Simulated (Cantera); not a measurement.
Input: 1 mol BCl₃, 1.4 mol O₂, 14 mol N₂, 3.4 mol NH₃, equilibrated at 38.0 Pa.

These are equilibrium values from Cantera (NASA tables, ideal gas, pure condensed phases), not measurements of a reactor. Candidate condensed phases: B, BN, B₂O₃, B₃O₃H₃, H₂O, NH₄Cl; 49 gas species. The tables' values for BOCl are old estimates; treat these amounts as uncertain. Kinetics and transport are ignored.

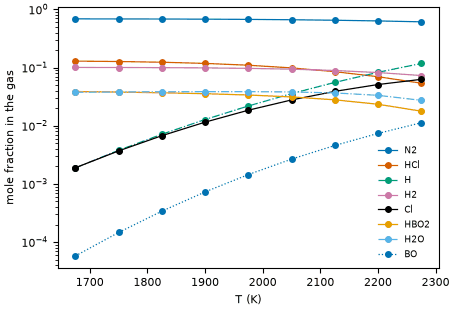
Figure: Equilibrium gas composition (values under 1e-9 drawn at 1e-9)

From 1675 K to 2275 K nothing is condensed. The main B-bearing gas is HBO₂ throughout.
